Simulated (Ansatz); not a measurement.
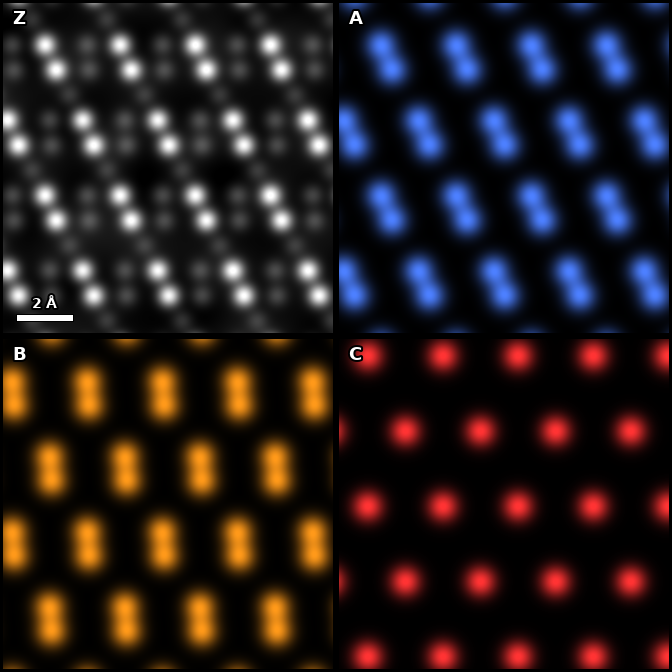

Al2BC2 (P-3m1, No. 164) along [101]. Panel Z: Simulation: incoherent imaging, intensity Z^1.7 per atom, probe width 0.64 Å, thin sample. The probe carries 15 % of its weight in a tail 2.5 times as wide. The speckle of an amorphous layer was added. The other panels are simulated element maps (the number of atoms of one element along the beam, blurred by 0.9 Å; each on its own scale, no channelling). Structure used: the end point of a relaxation (final pressure about 16 GPa) with Ansatz, DFT, PAW plane waves, r2scan; the starting structure was generated, so it need not be a known form of this composition.

```
CELL_PARAMETERS angstrom
3.15914 0.00000 0.00000
-1.57957 2.73590 0.00000
0.00000 0.00000 5.44173
ATOMIC_POSITIONS crystal
Al 0.33333 0.66667 0.32326
Al 0.66667 0.33333 0.67674
C 0.33333 0.66667 0.76232
C 0.66667 0.33333 0.23768
B 0.00000 0.00000 0.00000
```

> Which element does each lettered map show?

A: Al, B: C, C: B. The projected cell (2.73 × 3.06 Å, 117°) holds 5 columns: 2 of Al, 2 of C and 1 of B. No column is shared by two of the mapped elements.
